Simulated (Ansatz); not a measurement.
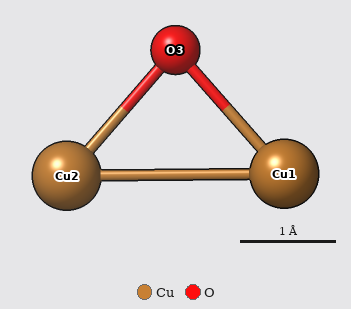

**Figure 1.** The starting structure (ball-and-stick view, seen on its broad side; atoms are numbered from 1 in the order of the input). Sticks mark near contacts. Bond lengths as drawn: Cu–Cu 2.31 Å and Cu–O 1.75 Å.

# Geometry relaxation of Cu2O

The run: geometry relaxation of Cu2O. Method and program: RKS r2SCAN-D4/def2-TZVP (Ansatz 0.2.0).

The geometry: GFN1-xTB start. Figures and captions count atoms from 1; the log counts them from 0 in places.

### Log
```
Functional definition: r2SCAN
  name "r2SCAN"
  cite "Furness, Kaplan, Ning, Perdew & Sun, J. Phys. Chem. Lett. 11, 8208 (2020) doi:10.1021/acs.jpclett.0c02405"
  cite "Furness, Kaplan, Ning, Perdew & Sun, J. Phys. Chem. Lett. 11, 9248 (2020) doi:10.1021/acs.jpclett.0c03077"
  parent r2scan
  parameter k0 = 0.174
  parameter k1 = 0.065
  parameter a1 = 4.9479
  exchange = r2scan_x(k0 = k0, k1 = k1, a1 = a1)
  correlation = r2scan_c
these checks for a lower state are left out or cut short: stability, starts, cluster_reference, orbital_swaps, neighbouring_geometries, increment
1057 factors; their error is unknown
mean field evaluation 1: about -91311.5734 eV, gradient 1.0e2 eV
mean field evaluation 2: about -90931.6371 eV, gradient 5.3e2 eV
mean field evaluation 4: about -91317.3354 eV, gradient 8.7e1 eV
mean field evaluation 8: about -91327.3154 eV, gradient 1.6e0 eV
mean field evaluation 16: about -91327.2709 eV, gradient 6.4e-4 eV
mean field -91327.27085271 eV, -3356.2152999895 hartree, gradient 7.6e-6 eV, S^2 0.000000; 0 other end points of the search recorded, 0 dependent functions left out
the calculation of the forces begins
reference -91327.27086848 eV, -3356.2153005690 hartree; 33, 33 occupied and 88, 88 virtual orbitals, 1057 factors
relax step   1: F+E_penalty+E_count = -91327.28311188 eV  Δ(F+E_penalty+E_count) = +0.000e0 eV  max|allowed force component| = 7.433e-1 eV/Å  Δτ_max = 0.0000 Å  (20 SCF iters, accepted)
these checks for a lower state are left out or cut short: stability, starts, cluster_reference, orbital_swaps, neighbouring_geometries, increment
1057 factors; their error is unknown
mean field -91327.29225250 eV, -3356.2160864174 hartree, gradient 2.2e-6 eV, S^2 0.000000; 0 other end points of the search recorded, 0 dependent functions left out
the calculation of the forces begins
reference -91327.29226832 eV, -3356.2160869988 hartree; 33, 33 occupied and 88, 88 virtual orbitals, 1057 factors
relax step   2: F+E_penalty+E_count = -91327.30451381 eV  Δ(F+E_penalty+E_count) = -2.140e-2 eV  max|allowed force component| = 4.467e-1 eV/Å  Δτ_max = 0.0200 Å  (24 SCF iters, accepted)
these checks for a lower state are left out or cut short: stability, starts, cluster_reference, orbital_swaps, neighbouring_geometries, increment
1057 factors; their error is unknown
mean field evaluation 32: about -91327.3449 eV, gradient 2.8e0 eV
mean field -91327.31030347 eV, -3356.2167497781 hartree, gradient 1.2e-6 eV, S^2 0.000000; 0 other end points of the search recorded, 0 dependent functions left out
the calculation of the forces begins
reference -91327.31031939 eV, -3356.2167503633 hartree; 33, 33 occupied and 88, 88 virtual orbitals, 1057 factors
relax step   3: F+E_penalty+E_count = -91327.32257225 eV  Δ(F+E_penalty+E_count) = -1.806e-2 eV  max|allowed force component| = 9.511e-2 eV/Å  Δτ_max = 0.0385 Å  (23 SCF iters, accepted)
these checks for a lower state are left out or cut short: stability, starts, cluster_reference, orbital_swaps, neighbouring_geometries, increment
1057 factors; their error is unknown
mean field -91327.31192501 eV, -3356.2168093688 hartree, gradient 2.2e-6 eV, S^2 0.000000; 0 other end points of the search recorded, 0 dependent functions left out
the calculation of the forces begins
reference -91327.31194099 eV, -3356.2168099561 hartree; 33, 33 occupied and 88, 88 virtual orbitals, 1057 factors
relax step   4: F+E_penalty+E_count = -91327.32420241 eV  Δ(F+E_penalty+E_count) = -1.630e-3 eV  max|allowed force component| = 8.235e-3 eV/Å  Δτ_max = 0.0167 Å  (23 SCF iters, accepted)
```

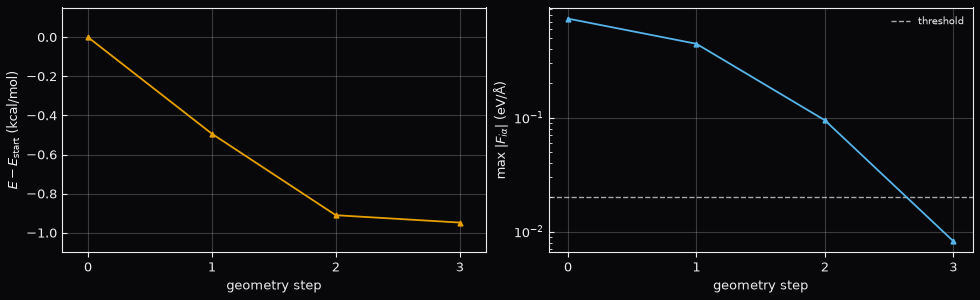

**Figure 2.** Progress of the relaxation, step by step (the first geometry is step 0 here and step 1 in the log).

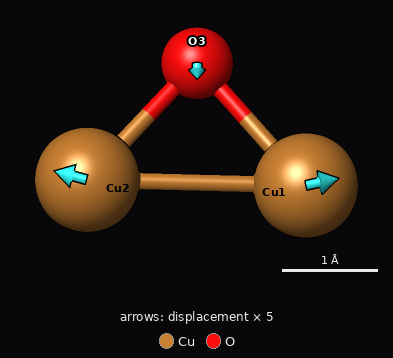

**Figure 3.** The starting structure with the displacements as teal arrows, magnified 5 times (ball-and-stick view, seen at a tilt). The two geometries are laid on each other by the best rigid fit. The energy falls by 0.95 kcal/mol in 3 geometry steps. The largest force component goes from 0.74 to 0.0082 eV/Å. The largest moves after the best rigid fit, 0.075 Å, are those of Cu1 and Cu2. By element the largest moves are Cu 0.075 Å, O 0.037 Å. Among the contacts that change: Cu1–Cu2 2.307 → 2.452 Å, Cu1–O3 1.750 → 1.758 Å. Among the angles that change: Cu1–O3–Cu2 82.5° → 88.4°, Cu2–Cu1–O3 48.8° → 45.8°. (Atoms are counted from 1 in the order of the input.)

```
Total energy: -91327.32421839 eV, -3356.2172611420 hartree
Atom 0 at    -0.025513    -1.295827    -0.016426 Å, force     0.002264     0.007044     0.000069 eV/Å
Atom 1 at    -0.774367     1.039229     0.020766 Å, force     0.005971    -0.004429    -0.000114 eV/Å
Atom 2 at     0.799889     0.256589    -0.004339 Å, force    -0.008235    -0.002615     0.000045 eV/Å
Dipole moment:    -0.759056    -0.243494     0.004118 e Å
Checks for a lower state left out: stability, starts, cluster_reference, orbital_swaps, neighbouring_geometries, increment
```

### Trajectory as extended XYZ (Å, eV, eV/Å), 4 frames, from step=1 to step=4
```
3
Properties=species:S:1:pos:R:3:forces:R:3 step=1 energy=-91327.28311
Cu   -0.0655   -1.2325   -0.0152    0.1022  -0.7433  -0.0105
Cu   -0.7699    0.9644    0.0198   -0.3549   0.6666   0.0120
O     0.8354    0.2681   -0.0045    0.2527   0.0767  -0.0014
3
Properties=species:S:1:pos:R:3:forces:R:3 step=2 energy=-91327.30451
Cu   -0.0560   -1.2501   -0.0155    0.0900  -0.4467  -0.0066
Cu   -0.7725    0.9842    0.0200   -0.1905   0.4175   0.0072
O     0.8285    0.2659   -0.0045    0.1005   0.0292  -0.0006
3
Properties=species:S:1:pos:R:3:forces:R:3 step=3 energy=-91327.32257
Cu   -0.0364   -1.2832   -0.0162    0.0619  -0.0284  -0.0010
Cu   -0.7759    1.0226    0.0206    0.0332   0.0593   0.0004
O     0.8123    0.2606   -0.0044   -0.0951  -0.0310   0.0005
3
Properties=species:S:1:pos:R:3:forces:R:3 step=4 energy=-91327.32420
Cu   -0.0255   -1.2958   -0.0164    0.0023   0.0070   0.0001
Cu   -0.7744    1.0392    0.0208    0.0060  -0.0044  -0.0001
O     0.7999    0.2566   -0.0043   -0.0082  -0.0026   0.0000
```

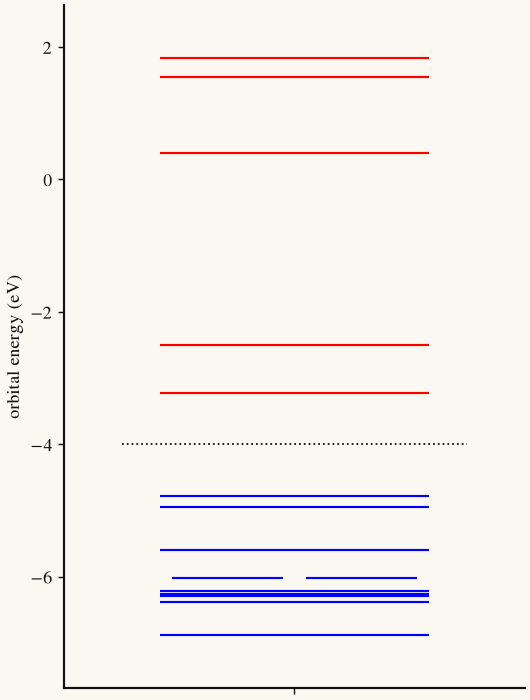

**Figure 4.** Orbital energies near the frontier; the dotted line parts filled from empty levels, and levels within 0.02 eV of each other stand side by side. Highest filled −4.78 eV, lowest empty −3.22 eV, 1.56 eV apart.

The run was set up as follows.

### Input
```yaml
crystal:
  periodic: [false, false, false]
  atoms:
    - {symbol: Cu, position_ang: [-0.065490, -1.232530, -0.015230]}
    - {symbol: Cu, position_ang: [-0.769890, 0.964390, 0.019760]}
    - {symbol: O, position_ang: [0.835390, 0.268130, -0.004530]}
basis:
  gaussian: {orbitals: def2-TZVP}
hamiltonian: {xc: r2scan, dispersion: d4}
scf: {lower_state_search: "off"}
output: {orbitals: {seedname: orbitals}}
relax: {f_tol: 0.02, max_steps: 100}
```

Launch command:
```bash
ansatz run in.yaml --threads 2 --pin off --events-out ev --progress --plain --max-ram 4352MiB
```

### Summary

- outcome: converged
- total energy: −91327.3242 eV
- mean-field energy: −91327.3119 eV
- dispersion energy: −0.0123 eV
- HOMO: −4.78 eV
- LUMO: −3.22 eV
- largest force (length of the vector) at the end: 0.009 eV/Å
- dipole moment: 3.83 D
- hardware: 2 threads of Arm Neoverse V1, 23 GiB of memory available, shared host
- wall time: 12 s (CPU time 21 s)
- peak memory: 0.17 GiB
